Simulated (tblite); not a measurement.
## C₂H₄OS₂Si: geometry relaxation (part 2 of 2)

C₂H₄OS₂Si; GFN2-xTB geometry optimisation, gas phase (tblite 0.8.0). 

Geometry of the input (Å):
```
O  -2.4535  -0.0499  0.7438
Si -1.2014  -0.7752  -0.0314
S  0.3623  -1.0979  1.4180
C  1.5114  0.0538  0.7926
C  1.2824  0.7912  -0.2828
S  -0.1994  0.6934  -1.2020
H  -2.2198  0.7535  1.2359
H  -1.5674  -1.9912  -0.7705
H  2.4583  0.1378  1.3359
H  2.0360  1.4892  -0.6332
```

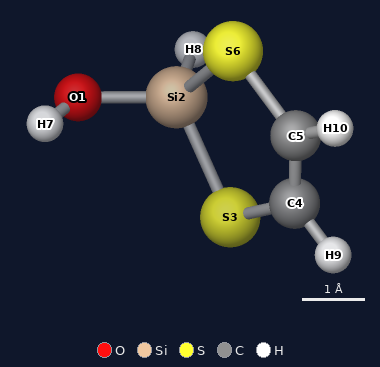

**Figure 1.** The geometry at step 29 of the log (ball-and-stick view, seen at a tilt; atoms are numbered from 1 in the order of the input).

Trajectory as extended XYZ, continued:
```
10
Properties=species:S:1:pos:R:3:forces:R:3 step=18 energy=-508.39032
O    -2.4854   -0.1071    0.7099    0.0080  -0.0070  -0.0100
Si   -1.1539   -0.7039    0.0189    0.0440  -0.0180   0.0780
S     0.4337   -1.1276    1.4143   -0.0420   0.0830  -0.0310
C     1.5726    0.0356    0.7732    0.0510   0.0290  -0.0100
C     1.3533    0.7795   -0.3053   -0.0710  -0.0160  -0.0380
S    -0.1234    0.6956   -1.2424   -0.0080   0.0960  -0.0350
H    -2.5064    0.6824    1.2498   -0.0290  -0.0120  -0.0010
H    -1.6294   -1.8701   -0.6777    0.0180  -0.0250  -0.0230
H     2.4829    0.1194    1.3377    0.0580  -0.0570   0.0570
H     2.0649    1.5009   -0.6723   -0.0300  -0.0730   0.0130
10
Properties=species:S:1:pos:R:3:forces:R:3 step=19 energy=-508.39192
O    -2.4931   -0.1153    0.7057   -0.0180   0.0180   0.0150
Si   -1.1530   -0.6992    0.0238    0.0640   0.0100   0.0460
S     0.4315   -1.1186    1.4187   -0.0080   0.0670   0.0080
C     1.5762    0.0351    0.7719    0.0570   0.0370  -0.0170
C     1.3578    0.7794   -0.3064   -0.0760  -0.0210  -0.0370
S    -0.1237    0.7033   -1.2355   -0.0150   0.1050  -0.0470
H    -2.5245    0.6723    1.2471   -0.0340   0.0020   0.0090
H    -1.6282   -1.8625   -0.6729    0.0120  -0.0800  -0.0580
H     2.4908    0.1160    1.3291    0.0590  -0.0710   0.0800
H     2.0751    1.4942   -0.6753   -0.0420  -0.0670   0.0030
10
Properties=species:S:1:pos:R:3:forces:R:3 step=20 energy=-508.39383
O    -2.5019   -0.1242    0.7012   -0.0200  -0.0070   0.0010
Si   -1.1515   -0.6945    0.0298    0.0440   0.0430  -0.0160
S     0.4278   -1.1060    1.4251    0.0440   0.0450   0.0620
C     1.5805    0.0353    0.7703    0.0530   0.0320  -0.0150
C     1.3609    0.7791   -0.3081   -0.0540  -0.0210  -0.0240
S    -0.1255    0.7153   -1.2277   -0.0310   0.0880  -0.0390
H    -2.5425    0.6607    1.2434   -0.0450   0.0580   0.0490
H    -1.6253   -1.8558   -0.6690    0.0170  -0.1100  -0.0790
H     2.5006    0.1105    1.3199    0.0400  -0.0800   0.0830
H     2.0859    1.4844   -0.6788   -0.0470  -0.0460  -0.0210
10
Properties=species:S:1:pos:R:3:forces:R:3 step=21 energy=-508.39587
O    -2.5108   -0.1338    0.6963   -0.0160   0.0230   0.0230
Si   -1.1495   -0.6893    0.0357    0.0030   0.0500  -0.0910
S     0.4242   -1.0913    1.4335    0.0860   0.0250   0.1020
C     1.5857    0.0361    0.7686    0.0340   0.0120  -0.0040
C     1.3625    0.7783   -0.3102   -0.0090  -0.0180   0.0000
S    -0.1288    0.7302   -1.2201   -0.0460   0.0510  -0.0090
H    -2.5606    0.6497    1.2401   -0.0530   0.0510   0.0460
H    -1.6210   -1.8508   -0.6666    0.0390  -0.1030  -0.0780
H     2.5113    0.1027    1.3118    0.0070  -0.0780   0.0630
H     2.0958    1.4729   -0.6828   -0.0440  -0.0130  -0.0520
10
Properties=species:S:1:pos:R:3:forces:R:3 step=22 energy=-508.39799
O    -2.5190   -0.1418    0.6923    0.0160   0.0070   0.0070
Si   -1.1483   -0.6851    0.0391   -0.0440   0.0370  -0.1290
S     0.4204   -1.0750    1.4449    0.0910   0.0120   0.1040
C     1.5899    0.0373    0.7675    0.0090  -0.0160   0.0130
C     1.3622    0.7775   -0.3118    0.0420  -0.0100   0.0210
S    -0.1348    0.7477   -1.2119   -0.0450   0.0050   0.0310
H    -2.5728    0.6404    1.2368   -0.0630   0.0700   0.0610
H    -1.6139   -1.8498   -0.6675    0.0650  -0.0610  -0.0550
H     2.5213    0.0932    1.3045   -0.0320  -0.0650   0.0300
H     2.1040    1.4602   -0.6875   -0.0390   0.0220  -0.0840
10
Properties=species:S:1:pos:R:3:forces:R:3 step=23 energy=-508.39999
O    -2.5256   -0.1487    0.6889    0.0380   0.0500   0.0310
Si   -1.1477   -0.6808    0.0399   -0.0620   0.0040  -0.1090
S     0.4183   -1.0596    1.4569    0.0450   0.0060   0.0630
C     1.5939    0.0382    0.7668   -0.0180  -0.0370   0.0240
C     1.3620    0.7765   -0.3131    0.0750  -0.0020   0.0330
S    -0.1413    0.7639   -1.2042   -0.0190  -0.0300   0.0670
H    -2.5844    0.6337    1.2351   -0.0610   0.0180   0.0260
H    -1.6058   -1.8504   -0.6697    0.0890  -0.0130  -0.0260
H     2.5296    0.0829    1.2990   -0.0560  -0.0440  -0.0040
H     2.1099    1.4489   -0.6934   -0.0310   0.0480  -0.1060
10
Properties=species:S:1:pos:R:3:forces:R:3 step=24 energy=-508.40167
O    -2.5295   -0.1520    0.6875    0.0560   0.0350   0.0140
Si   -1.1485   -0.6782    0.0380   -0.0520  -0.0220  -0.0350
S     0.4169   -1.0476    1.4675   -0.0270   0.0010   0.0020
C     1.5960    0.0385    0.7669   -0.0300  -0.0420   0.0240
C     1.3623    0.7758   -0.3133    0.0770   0.0060   0.0260
S    -0.1473    0.7759   -1.1969    0.0190  -0.0400   0.0800
H    -2.5913    0.6299    1.2342   -0.0570   0.0130   0.0220
H    -1.5972   -1.8529   -0.6731    0.0980   0.0210  -0.0040
H     2.5345    0.0741    1.2953   -0.0570  -0.0270  -0.0210
H     2.1130    1.4412   -0.6997   -0.0270   0.0560  -0.1080
10
Properties=species:S:1:pos:R:3:forces:R:3 step=25 energy=-508.40324
O    -2.5325   -0.1549    0.6862    0.0480   0.0580   0.0290
Si   -1.1493   -0.6749    0.0363   -0.0250  -0.0360   0.0510
S     0.4164   -1.0378    1.4758   -0.0930  -0.0060  -0.0500
C     1.5983    0.0377    0.7669   -0.0330  -0.0310   0.0120
C     1.3652    0.7750   -0.3134    0.0520   0.0110   0.0090
S    -0.1507    0.7846   -1.1895    0.0540  -0.0290   0.0700
H    -2.6034    0.6263    1.2346   -0.0380  -0.0290  -0.0110
H    -1.5892   -1.8534   -0.6752    0.0950   0.0300   0.0020
H     2.5384    0.0660    1.2922   -0.0380  -0.0140  -0.0210
H     2.1158    1.4361   -0.7077   -0.0230   0.0460  -0.0920
10
Properties=species:S:1:pos:R:3:forces:R:3 step=26 energy=-508.40486
O    -2.5356   -0.1575    0.6852    0.0260   0.0260   0.0090
Si   -1.1504   -0.6716    0.0358    0.0130  -0.0290   0.1230
S     0.4140   -1.0273    1.4842   -0.1290  -0.0120  -0.0830
C     1.6002    0.0363    0.7670   -0.0210  -0.0110  -0.0030
C     1.3696    0.7744   -0.3133    0.0140   0.0160  -0.0150
S    -0.1533    0.7936   -1.1798    0.0740  -0.0110   0.0420
H    -2.6181    0.6213    1.2345   -0.0220  -0.0140  -0.0040
H    -1.5789   -1.8529   -0.6770    0.0820   0.0240   0.0000
H     2.5423    0.0571    1.2878   -0.0140  -0.0090  -0.0090
H     2.1191    1.4313   -0.7182   -0.0230   0.0210  -0.0580
10
Properties=species:S:1:pos:R:3:forces:R:3 step=27 energy=-508.40650
O    -2.5399   -0.1618    0.6831   -0.0180   0.0320   0.0200
Si   -1.1505   -0.6667    0.0386    0.0360  -0.0060   0.1440
S     0.4099   -1.0153    1.4922   -0.1110  -0.0150  -0.0850
C     1.6034    0.0344    0.7664   -0.0080   0.0090  -0.0190
C     1.3760    0.7737   -0.3140   -0.0240   0.0140  -0.0290
S    -0.1540    0.8042   -1.1682    0.0680   0.0020   0.0070
H    -2.6408    0.6137    1.2345    0.0040  -0.0280  -0.0190
H    -1.5669   -1.8494   -0.6771    0.0680   0.0070  -0.0100
H     2.5477    0.0463    1.2820    0.0040  -0.0090   0.0050
H     2.1239    1.4256   -0.7314   -0.0190  -0.0070  -0.0160
10
Properties=species:S:1:pos:R:3:forces:R:3 step=28 energy=-508.40771
O    -2.5434   -0.1651    0.6815   -0.0480  -0.0160  -0.0060
Si   -1.1498   -0.6630    0.0433    0.0340   0.0230   0.1010
S     0.4038   -1.0048    1.4985   -0.0440  -0.0150  -0.0530
C     1.6051    0.0331    0.7656    0.0040   0.0180  -0.0230
C     1.3801    0.7733   -0.3147   -0.0380   0.0070  -0.0260
S    -0.1545    0.8141   -1.1581    0.0350  -0.0010  -0.0190
H    -2.6567    0.6066    1.2335    0.0090   0.0190   0.0110
H    -1.5547   -1.8463   -0.6776    0.0560   0.0010  -0.0130
H     2.5518    0.0367    1.2768    0.0040  -0.0110   0.0110
H     2.1272    1.4200   -0.7425   -0.0110  -0.0240   0.0170
10
Properties=species:S:1:pos:R:3:forces:R:3 step=29 energy=-508.40825
O    -2.5466   -0.1681    0.6799   -0.0560   0.0030   0.0110
Si   -1.1484   -0.6600    0.0479   -0.0020   0.0350   0.0390
S     0.4005   -0.9991    1.5011    0.0170  -0.0130  -0.0150
C     1.6067    0.0328    0.7646    0.0010   0.0110  -0.0160
C     1.3818    0.7731   -0.3158   -0.0280  -0.0010  -0.0110
S    -0.1541    0.8198   -1.1534    0.0020  -0.0110  -0.0240
H    -2.6673    0.6022    1.2329    0.0160   0.0030  -0.0010
H    -1.5478   -1.8432   -0.6769    0.0550   0.0050  -0.0110
H     2.5546    0.0312    1.2740   -0.0050  -0.0090   0.0060
H     2.1294    1.4160   -0.7480    0.0000  -0.0220   0.0230
10
Properties=species:S:1:pos:R:3:forces:R:3 step=30 energy=-508.40854
O    -2.5478   -0.1685    0.6797   -0.0470  -0.0230  -0.0070
Si   -1.1481   -0.6592    0.0502   -0.0210   0.0310  -0.0050
S     0.3987   -0.9975    1.5019    0.0450  -0.0130   0.0060
C     1.6062    0.0330    0.7642   -0.0010   0.0010  -0.0080
C     1.3807    0.7731   -0.3162   -0.0110  -0.0050   0.0000
S    -0.1547    0.8218   -1.1524   -0.0200  -0.0200  -0.0230
H    -2.6663    0.6015    1.2323    0.0040   0.0320   0.0210
H    -1.5435   -1.8429   -0.6777    0.0540   0.0160  -0.0030
H     2.5545    0.0291    1.2733   -0.0110  -0.0050   0.0000
H     2.1291    1.4141   -0.7491    0.0070  -0.0140   0.0190
10
Properties=species:S:1:pos:R:3:forces:R:3 step=31 energy=-508.40887
O    -2.5509   -0.1700    0.6791   -0.0280  -0.0020   0.0050
Si   -1.1480   -0.6571    0.0529   -0.0440   0.0200  -0.0370
S     0.3979   -0.9954    1.5030    0.0570  -0.0120   0.0210
C     1.6065    0.0332    0.7635   -0.0060  -0.0110   0.0040
C     1.3800    0.7730   -0.3168    0.0060  -0.0080   0.0080
S    -0.1553    0.8241   -1.1513   -0.0340  -0.0250  -0.0180
H    -2.6684    0.6006    1.2322    0.0000   0.0130   0.0080
H    -1.5378   -1.8416   -0.6781    0.0520   0.0260   0.0050
H     2.5551    0.0265    1.2721   -0.0150   0.0010  -0.0080
H     2.1299    1.4114   -0.7503    0.0120  -0.0040   0.0120
10
Properties=species:S:1:pos:R:3:forces:R:3 step=32 energy=-508.40932
O    -2.5550   -0.1707    0.6792    0.0000   0.0050   0.0050
Si   -1.1492   -0.6546    0.0555   -0.0460   0.0020  -0.0520
S     0.3976   -0.9940    1.5043    0.0430  -0.0110   0.0260
C     1.6058    0.0332    0.7628   -0.0090  -0.0210   0.0120
C     1.3784    0.7729   -0.3173    0.0190  -0.0110   0.0120
S    -0.1569    0.8255   -1.1507   -0.0410  -0.0200  -0.0130
H    -2.6678    0.6009    1.2323   -0.0110   0.0060   0.0060
H    -1.5286   -1.8406   -0.6795    0.0400   0.0330   0.0130
H     2.5545    0.0235    1.2711   -0.0090   0.0100  -0.0130
H     2.1300    1.4085   -0.7514    0.0140   0.0070   0.0040
10
Properties=species:S:1:pos:R:3:forces:R:3 step=33 energy=-508.40964
O    -2.5591   -0.1714    0.6794    0.0220   0.0180   0.0100
Si   -1.1509   -0.6517    0.0572   -0.0310  -0.0050  -0.0330
S     0.3982   -0.9926    1.5056    0.0120  -0.0100   0.0180
C     1.6058    0.0327    0.7622   -0.0070  -0.0210   0.0120
C     1.3785    0.7725   -0.3177    0.0130  -0.0110   0.0040
S    -0.1583    0.8263   -1.1497   -0.0280  -0.0070  -0.0110
H    -2.6709    0.6006    1.2329   -0.0140  -0.0090  -0.0040
H    -1.5200   -1.8388   -0.6803    0.0230   0.0230   0.0110
H     2.5546    0.0208    1.2697    0.0010   0.0150  -0.0130
H     2.1310    1.4063   -0.7530    0.0090   0.0070   0.0040
10
Properties=species:S:1:pos:R:3:forces:R:3 step=34 energy=-508.40977
O    -2.5604   -0.1712    0.6798    0.0210   0.0140   0.0080
Si   -1.1520   -0.6504    0.0574   -0.0050  -0.0010  -0.0080
S     0.3988   -0.9926    1.5060   -0.0090  -0.0090   0.0080
C     1.6058    0.0321    0.7620   -0.0040  -0.0120   0.0040
C     1.3791    0.7721   -0.3179    0.0010  -0.0110  -0.0020
S    -0.1588    0.8259   -1.1496   -0.0110   0.0040  -0.0090
H    -2.6734    0.6004    1.2333   -0.0130  -0.0070  -0.0030
H    -1.5162   -1.8376   -0.6803    0.0100   0.0060   0.0030
H     2.5546    0.0201    1.2692    0.0070   0.0150  -0.0090
H     2.1315    1.4059   -0.7538    0.0030   0.0010   0.0080
10
Properties=species:S:1:pos:R:3:forces:R:3 step=35 energy=-508.40981
O    -2.5607   -0.1712    0.6799    0.0150   0.0090   0.0050
Si   -1.1523   -0.6497    0.0575    0.0080   0.0040   0.0040
S     0.3990   -0.9927    1.5063   -0.0140  -0.0060   0.0030
C     1.6061    0.0316    0.7619   -0.0020  -0.0070  -0.0010
C     1.3797    0.7717   -0.3181   -0.0070  -0.0090  -0.0050
S    -0.1589    0.8259   -1.1496    0.0000   0.0070  -0.0070
H    -2.6760    0.5999    1.2335   -0.0100  -0.0030   0.0000
H    -1.5152   -1.8368   -0.6800    0.0050  -0.0040  -0.0030
H     2.5551    0.0200    1.2688    0.0060   0.0130  -0.0080
H     2.1320    1.4058   -0.7542   -0.0020  -0.0040   0.0120
10
Properties=species:S:1:pos:R:3:forces:R:3 step=36 energy=-508.40985
O    -2.5603   -0.1708    0.6801    0.0060   0.0030   0.0020
Si   -1.1523   -0.6492    0.0575    0.0160   0.0060   0.0080
S     0.3992   -0.9932    1.5062   -0.0120  -0.0030  -0.0010
C     1.6062    0.0311    0.7618   -0.0020  -0.0020  -0.0050
C     1.3800    0.7712   -0.3183   -0.0100  -0.0080  -0.0040
S    -0.1588    0.8257   -1.1501    0.0070   0.0070  -0.0030
H    -2.6780    0.5997    1.2338   -0.0070   0.0030   0.0030
H    -1.5147   -1.8361   -0.6796    0.0020  -0.0100  -0.0060
H     2.5555    0.0205    1.2686    0.0030   0.0100  -0.0070
H     2.1322    1.4059   -0.7539   -0.0040  -0.0070   0.0120
10
Properties=species:S:1:pos:R:3:forces:R:3 step=37 energy=-508.40989
O    -2.5599   -0.1705    0.6804   -0.0010  -0.0030  -0.0010
Si   -1.1520   -0.6485    0.0578    0.0170   0.0050   0.0060
S     0.3991   -0.9938    1.5063   -0.0050   0.0020  -0.0030
C     1.6063    0.0305    0.7617   -0.0020   0.0010  -0.0060
C     1.3800    0.7705   -0.3186   -0.0090  -0.0050  -0.0020
S    -0.1587    0.8258   -1.1507    0.0110   0.0050   0.0020
H    -2.6801    0.5994    1.2340   -0.0030   0.0090   0.0070
H    -1.5139   -1.8356   -0.6794    0.0000  -0.0110  -0.0070
H     2.5559    0.0212    1.2681   -0.0030   0.0060  -0.0070
H     2.1324    1.4057   -0.7534   -0.0050  -0.0090   0.0110
10
Properties=species:S:1:pos:R:3:forces:R:3 step=38 energy=-508.40992
O    -2.5594   -0.1701    0.6806   -0.0040  -0.0050  -0.0020
Si   -1.1517   -0.6481    0.0579    0.0110   0.0000   0.0000
S     0.3988   -0.9943    1.5064    0.0020   0.0050  -0.0020
C     1.6060    0.0300    0.7615   -0.0030   0.0010  -0.0050
C     1.3795    0.7698   -0.3189   -0.0040  -0.0020   0.0010
S    -0.1587    0.8259   -1.1513    0.0090   0.0020   0.0050
H    -2.6807    0.5996    1.2343   -0.0010   0.0100   0.0070
H    -1.5131   -1.8355   -0.6795    0.0000  -0.0060  -0.0040
H     2.5559    0.0219    1.2676   -0.0060   0.0030  -0.0060
H     2.1322    1.4054   -0.7525   -0.0030  -0.0070   0.0070
10
Properties=species:S:1:pos:R:3:forces:R:3 step=39 energy=-508.40994
O    -2.5593   -0.1700    0.6808   -0.0020  -0.0030  -0.0020
Si   -1.1514   -0.6480    0.0580    0.0020  -0.0040  -0.0030
S     0.3985   -0.9943    1.5067    0.0050   0.0050  -0.0010
C     1.6057    0.0299    0.7614   -0.0030   0.0000  -0.0010
C     1.3790    0.7695   -0.3189    0.0000   0.0000   0.0020
S    -0.1589    0.8263   -1.1513    0.0040   0.0000   0.0040
H    -2.6804    0.5999    1.2344   -0.0010   0.0060   0.0040
H    -1.5122   -1.8358   -0.6798    0.0010   0.0000   0.0000
H     2.5558    0.0223    1.2670   -0.0060   0.0010  -0.0050
H     2.1320    1.4049   -0.7519   -0.0010  -0.0030   0.0030
```

Key numbers:

| quantity | value |
| --- | --- |
| outcome | converged |
| total energy | −508.4099 eV |
| hardware | 1 CPU thread, shared host |
| peak memory | 0.18 GiB |
